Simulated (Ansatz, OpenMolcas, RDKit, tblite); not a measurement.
# How methods differ on SiH2F2 (SMILES F[SiH2]F)

SiH2F2: 5 atoms, total charge 0, spin state singlet. As SMILES, `F[SiH2]F`. The coordinates come from a PBE0-D4/def2-TZVP relaxation.

Quantity: the HOMO–LUMO gap, in eV. The values are calculated.

```json
{"level": "extended Hückel", "kind": "semi-empirical", "program": "RDKit", "value (eV)": "22.07", "CPU time": "under 2 s"}
{"level": "IPEA1-xTB", "kind": "semi-empirical", "program": "tblite", "value (eV)": "7.60", "CPU time": "under 2 s"}
{"level": "HF/aug-cc-pVDZ", "kind": "Hartree–Fock", "program": "Ansatz", "value (eV)": "14.81", "CPU time": "1.5 s"}
{"level": "SVWN5/aug-cc-pVDZ", "kind": "LDA", "program": "OpenMolcas", "value (eV)": "7.40", "CPU time": "20 s"}
{"level": "revPBE/aug-cc-pVDZ", "kind": "GGA", "program": "Ansatz", "value (eV)": "7.59", "CPU time": "3.1 s"}
{"level": "r2SCAN/aug-cc-pVDZ", "kind": "meta-GGA", "program": "Ansatz", "value (eV)": "8.51", "CPU time": "5 s"}
{"level": "BHLYP/aug-cc-pVDZ", "kind": "global hybrid", "program": "OpenMolcas", "value (eV)": "11.75", "CPU time": "26 s"}
{"level": "PBE0/aug-cc-pVDZ", "kind": "global hybrid", "program": "OpenMolcas", "value (eV)": "9.78", "CPU time": "26 s"}
{"level": "CAM-B3LYP/aug-cc-pVDZ", "kind": "range-separated hybrid", "program": "Ansatz", "value (eV)": "11.86", "CPU time": "3.8 s"}
{"level": "PBE-QIDH/aug-cc-pVDZ", "kind": "double hybrid", "program": "Ansatz", "value (eV)": "13.16", "CPU time": "4.3 s"}
```

The values span 7.40 to 22.07 eV. Orbital gaps aren't excitation energies, and those of double hybrids come from the SCF part alone; they tend to grow with the share of exact exchange. CPU times are rough (shared hosts, several kinds of processor): they show what a rung costs within a factor of a few.

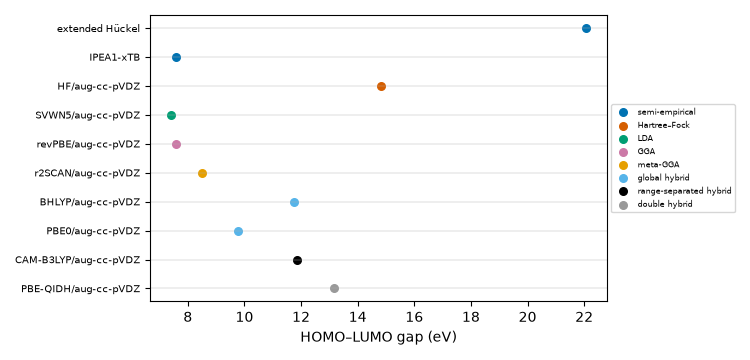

The values of the table, level by level.
